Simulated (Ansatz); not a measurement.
## Rh: pressure series

The parent structure is Rh in the fcc (Cu type) structure (space group Fm-3m, No. 225; a = 3.8303 Å).

Cell and atoms are relaxed at each pressure.

Level of theory: Ansatz (a program for electronic structure) PBE, no spin-orbit coupling, earlier PAW set.

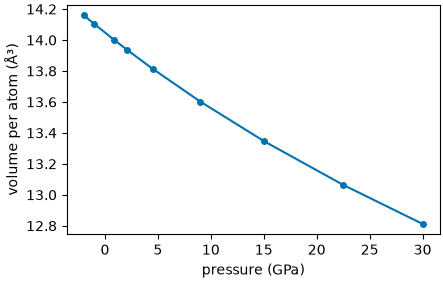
*Volume against pressure*

Q: Estimate the zero-pressure bulk modulus from the plot.

A: About 260 GPa; a third-order Birch–Murnaghan fit to the points gives V₀ = 14.05 Å³/atom, B₀ = 257 GPa and B₀′ = 5.1.

Measured bulk modulus of Rh: 271 GPa (static lattice; corrected from measurement; as listed in H. Levämäki et al., Physical Review B (2014)); the computed value is 5 % below it.

Load acts through the strain it causes; cell and atoms are relaxed under it. No phonon test of stability was made. Competing high-pressure phases were not computed. All final runs are without spin polarisation.
